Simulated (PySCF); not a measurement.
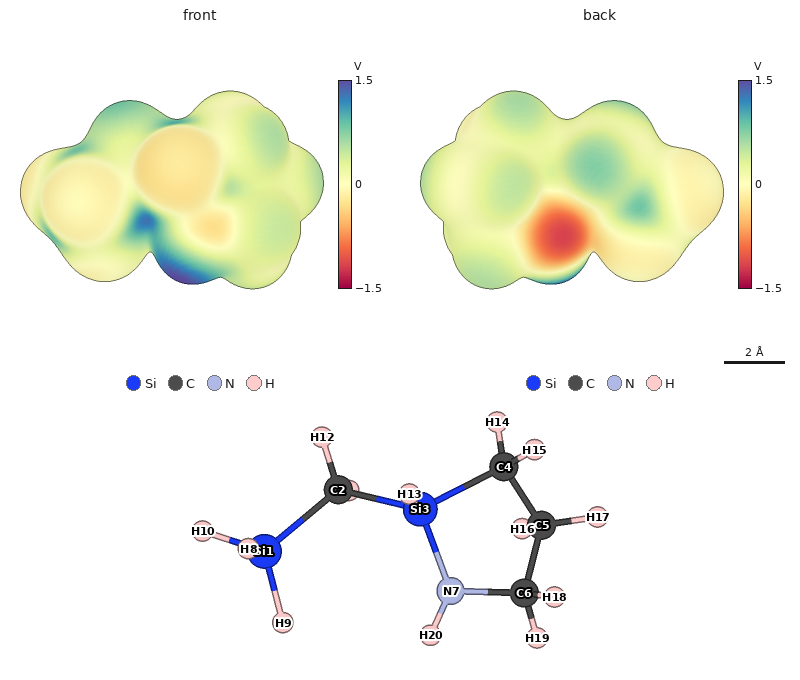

*C$_{4}$H$_{13}$NSi$_{2}$. The electrostatic potential painted on the density surface at 0.002 e/bohr³, seen from the front and from behind; the colour scale runs from red (negative) to blue (positive). The bare structure is drawn below in the same view.*

Geometry: GFN2-xTB.

Theory: PySCF 2.14.0, PBE0/def2-SVPD, SCF density, gas phase.

```
atom    x (Å)    y (Å)    z (Å)
  Si   2.9969   0.2284  -0.9335
   C   1.6479  -0.9284  -0.2830
  Si   0.3112  -0.0429   0.7270
   C  -1.3077  -0.9930   1.0505
   C  -2.2927  -0.3774   0.0587
   C  -1.9339   1.0968  -0.1012
   N  -0.4918   1.1416  -0.2254
   H   3.6378   0.9108   0.1937
   H   2.4345   1.2295  -1.8423
   H   4.0128  -0.5433  -1.6593
   H   1.1987  -1.4605  -1.1205
   H   2.1085  -1.6852   0.3499
   H   0.8797   0.4400   2.0022
   H  -1.2504  -2.0709   0.9203
   H  -1.6472  -0.8118   2.0695
   H  -2.1761  -0.8652  -0.9103
   H  -3.3298  -0.4935   0.3782
   H  -2.2845   1.6658   0.7723
   H  -2.4018   1.5237  -0.9942
   H  -0.1172   2.0462  -0.4557
```

Question: Which sites attract a positive test charge, and which a negative one?

Answer: A positive charge is drawn to the negative regions and a negative charge to the positive ones. The most negative region (about −1.1 V) lies over N7, the most positive (about +1.5 V) over H20. N7 is the likeliest acceptor of a hydrogen bond.

Question: How polar is the molecule by this calculation?

Answer: Its dipole moment is 0.84 D.
